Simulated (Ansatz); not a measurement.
# CCl₃NSn: how energies converge with the basis set

Aim: see how fast density functionals converge with the basis set for CCl₃NSn.

Method: one geometry, several basis sets; program: Ansatz 0.2.0, Gaussian basis.

Plan: PBE0-D4/def2-SVP; ωB97M-V/def2-SVP; PBE0-D4/def2-QZVPP; ωB97M-V/def2-QZVPP; the functionals' def2-TZVPP values are taken from earlier runs.

## (1) The geometry

An earlier PBE0-D4 in a triple-zeta def2 set relaxation fixed the geometry. Sn takes the def2 core potential; no spin-orbit term is included.

SMILES `N#[C][Sn]([Cl])([Cl])[Cl]`, 6 atoms, charge 0, spin multiplicity 1.

Atoms are counted from 1 here; the program's logs count them from 0.

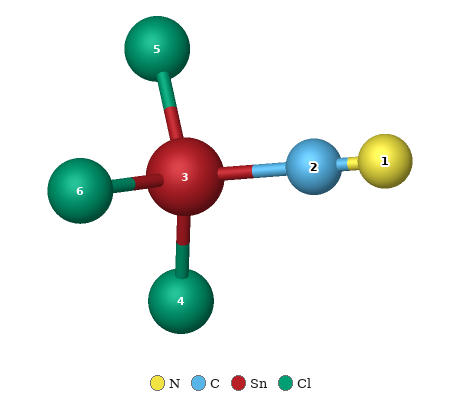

The geometry (nitrogen yellow, carbon blue, tin red, chlorine teal); atoms are numbered from 1 in the order of the file.

## (2) PBE0-D4 in def2-SVP

Input file in.yaml:

```yaml
crystal:
  periodic: [false, false, false]
  atoms:
    - {symbol: N, position_ang: [1.696216, -1.810949, 1.137922]}
    - {symbol: C, position_ang: [0.980798, -1.048083, 0.656412]}
    - {symbol: Sn, position_ang: [-0.314357, 0.331896, -0.225285]}
    - {symbol: Cl, position_ang: [-2.064542, -0.792319, -1.165394]}
    - {symbol: Cl, position_ang: [0.821839, 1.491548, -1.829984]}
    - {symbol: Cl, position_ang: [-1.077752, 1.763807, 1.380229]}
basis:
  gaussian: {orbitals: def2-SVP}
hamiltonian: {xc: pbe0, dispersion: d4}
output: {orbitals: {seedname: orbitals}}
```

Command:

```sh
> ansatz run in.yaml --threads 4 --pin off --events-out ev --progress --plain --max-ram 10444MiB
```

The program printed:

```text
Functional definition: PBE0
  name "PBE0"
  cite "Adamo & Barone, J. Chem. Phys. 110, 6158 (1999) doi:10.1063/1.478522"
  cite "Perdew, Burke & Ernzerhof, Phys. Rev. Lett. 77, 3865 (1996) doi:10.1103/PhysRevLett.77.3865"
  parent pbe
  parameter a = 0.25
  parameter kappa = 0.804
  parameter beta = 0.06672455060314922
  exchange = (1 - a)*pbe_x(kappa = kappa, mu = beta*pi^2/3) + a*exact_x
  correlation = pbe_c(beta = beta)
1104 factors; integrals over basis functions are off by at most 5.5e-4 eV
mean field evaluation 1: about -45895.5985 eV, gradient 4.1e1 eV
mean field evaluation 2: about -45883.5514 eV, gradient 8.1e1 eV
mean field evaluation 4: about -45899.8340 eV, gradient 4.7e0 eV
mean field evaluation 8: about -45900.0547 eV, gradient 2.4e-1 eV
mean field evaluation 16: about -45900.0548 eV, gradient 8.4e-5 eV
mean field -45900.05482583 eV, -1686.7959026748 hartree, gradient 8.4e-5 eV, S^2 0.000000; 0 other end points of the search recorded, 0 dependent functions left out
reference -45900.05485135 eV, -1686.7959036123 hartree; 43, 43 occupied and 65, 65 virtual orbitals, 1104 factors
Total energy: -45900.28165008 eV, -1686.8042383121 hartree
```

It took 1.6 s on 4 threads of Arm Neoverse V1, shared host; peak memory 0.26 GiB.

## (3) ωB97M-V in def2-SVP

in.yaml, as its differences from that of step 2:

```diff
@@ -11,3 +11,3 @@
   gaussian: {orbitals: def2-SVP}
-hamiltonian: {xc: pbe0, dispersion: d4}
+hamiltonian: {xc: {name: wB97M-V}}
 output: {orbitals: {seedname: orbitals}}
```

The command is unchanged.

The program printed, cut to the lines that bear on the results:

```text
Functional definition: wB97M-V
  name "wB97M-V"
  cite "Mardirossian & Head-Gordon, J. Chem. Phys. 144, 214110 (2016) doi:10.1063/1.4952647"
  cite "Becke, J. Chem. Phys. 107, 8554 (1997) doi:10.1063/1.475007"
  cite "Vydrov & Van Voorhis, J. Chem. Phys. 133, 244103 (2010) doi:10.1063/1.3521275"
  # Of w^i u^j: cxij and so on, Table III.
[...]
  gx(w, u) = 1 - cx + cx01*u + cx10*w
  gss(w, u) = css00 + css04*u^4 + css10*w + css20*w^2 + css43*w^4*u^3
  gos(w, u) = cos00 + cos10*w + (cos20 + cos21*u)*w^2 + (cos60 + cos61*u)*w^6
[...]
      + integral(e_c_pw_mod_opposite_spin*gos(b97_w_opposite, b97_u_opposite)) + vv10(b, c)
1104 factors; integrals over basis functions are off by at most 5.5e-4 eV
236 factors; integrals over basis functions are off by at most 6.3e-6 eV
[...]
mean field -45911.85021187 eV, -1687.2293751163 hartree, gradient 2.2e-5 eV, S^2 0.000000; 0 other end points of the search recorded, 0 dependent functions left out
reference -45911.85025145 eV, -1687.2293765710 hartree; 43, 43 occupied and 65, 65 virtual orbitals, 1104 factors
Total energy: -45911.85025145 eV, -1687.2293765710 hartree
```

Wall time 6 s (4 threads of Arm Neoverse V1, shared host); peak memory 0.38 GiB.

## (4) PBE0-D4 in def2-QZVPP

in.yaml, as its differences from that of step 3:

```diff
@@ -10,4 +10,4 @@
 basis:
-  gaussian: {orbitals: def2-SVP}
-hamiltonian: {xc: {name: wB97M-V}}
+  gaussian: {orbitals: "def2-QZVPP.json"}
+hamiltonian: {xc: pbe0, dispersion: d4}
 output: {orbitals: {seedname: orbitals}}
```

The command is unchanged.

The program printed:

```text
Functional definition: PBE0
  name "PBE0"
  cite "Adamo & Barone, J. Chem. Phys. 110, 6158 (1999) doi:10.1063/1.478522"
  cite "Perdew, Burke & Ernzerhof, Phys. Rev. Lett. 77, 3865 (1996) doi:10.1103/PhysRevLett.77.3865"
  parent pbe
  parameter a = 0.25
  parameter kappa = 0.804
  parameter beta = 0.06672455060314922
  exchange = (1 - a)*pbe_x(kappa = kappa, mu = beta*pi^2/3) + a*exact_x
  correlation = pbe_c(beta = beta)
1893 factors; their error is unknown
mean field evaluation 1: about -45912.2320 eV, gradient 5.0e1 eV
mean field evaluation 2: about -45896.7894 eV, gradient 9.3e1 eV
mean field evaluation 4: about -45917.3950 eV, gradient 7.7e0 eV
mean field evaluation 8: about -45917.5084 eV, gradient 2.3e-1 eV
mean field evaluation 16: about -45917.6143 eV, gradient 2.0e-4 eV
mean field -45917.61433746 eV, -1687.4412028248 hartree, gradient 2.6e-5 eV, S^2 0.000000; 0 other end points of the search recorded, 0 dependent functions left out
reference -45917.61437455 eV, -1687.4412041878 hartree; 43, 43 occupied and 363, 363 virtual orbitals, 1893 factors
Total energy: -45917.84117328 eV, -1687.4495388876 hartree
```

It took 12 s on 4 threads of Arm Neoverse V1, shared host; peak memory 1.8 GiB.

## (5) ωB97M-V in def2-QZVPP

in.yaml, as its differences from that of step 4:

```diff
@@ -11,3 +11,3 @@
   gaussian: {orbitals: "def2-QZVPP.json"}
-hamiltonian: {xc: pbe0, dispersion: d4}
+hamiltonian: {xc: {name: wB97M-V}}
 output: {orbitals: {seedname: orbitals}}
```

Launched as before.

The program printed, cut to the lines that bear on the results:

```text
Functional definition: wB97M-V
  name "wB97M-V"
  cite "Mardirossian & Head-Gordon, J. Chem. Phys. 144, 214110 (2016) doi:10.1063/1.4952647"
  cite "Becke, J. Chem. Phys. 107, 8554 (1997) doi:10.1063/1.475007"
  cite "Vydrov & Van Voorhis, J. Chem. Phys. 133, 244103 (2010) doi:10.1063/1.3521275"
  # Of w^i u^j: cxij and so on, Table III.
[...]
  gx(w, u) = 1 - cx + cx01*u + cx10*w
  gss(w, u) = css00 + css04*u^4 + css10*w + css20*w^2 + css43*w^4*u^3
  gos(w, u) = cos00 + cos10*w + (cos20 + cos21*u)*w^2 + (cos60 + cos61*u)*w^6
[...]
      + integral(e_c_pw_mod_opposite_spin*gos(b97_w_opposite, b97_u_opposite)) + vv10(b, c)
1828 factors; their error is unknown
279 factors; integrals over basis functions are off by at most 5.5e-5 eV
[...]
mean field -45929.25891286 eV, -1687.8691330776 hartree, gradient 4.6e-5 eV, S^2 0.000000; 0 other end points of the search recorded, 0 dependent functions left out
reference -45929.25896906 eV, -1687.8691351432 hartree; 43, 43 occupied and 363, 363 virtual orbitals, 1828 factors
Total energy: -45929.25896906 eV, -1687.8691351432 hartree
```

It took 24 s on 4 threads of Arm Neoverse V1, shared host; peak memory 2.1 GiB.

## (6) Functionals by basis

The def2-TZVPP values come from earlier runs at the same geometry.

| functional | basis | functions | energy (eV) | from the largest (eV) | HOMO (eV) | LUMO (eV) |
| --- | --- | --- | --- | --- | --- | --- |
| PBE0-D4 | def2-SVP | 108 | -45900.2817 | 17.560 | -9.86 | -2.87 |
| PBE0-D4 | def2-TZVPP | 238 | -45916.5480 | 1.293 | -10.02 | -3.00 |
| PBE0-D4 | def2-QZVPP | 406 | -45917.8412 | 0.000 | -10.03 | -3.03 |
| ωB97M-V | def2-SVP | 108 | -45911.8503 | 17.409 | -12.07 | -0.68 |
| ωB97M-V | def2-TZVPP | 238 | -45928.0351 | 1.224 | -12.29 | -0.91 |
| ωB97M-V | def2-QZVPP | 406 | -45929.2590 | 0.000 | -12.33 | -0.98 |

## (7) Summary of results

```
                                       quantity           value
PBE0-D4: double and triple zeta above quadruple  17.56, 1.29 eV
ωB97M-V: double and triple zeta above quadruple  17.41, 1.22 eV
```

What this shows: For PBE0-D4 the step from double to triple zeta gains 16.27 eV and the next only 1.29 eV. These are total energies; as a rule much of such shifts cancels in differences, which this series doesn't test.

For PBE0-D4 the largest set took about 7 times as long as the smallest (12 s against 1.6 s).
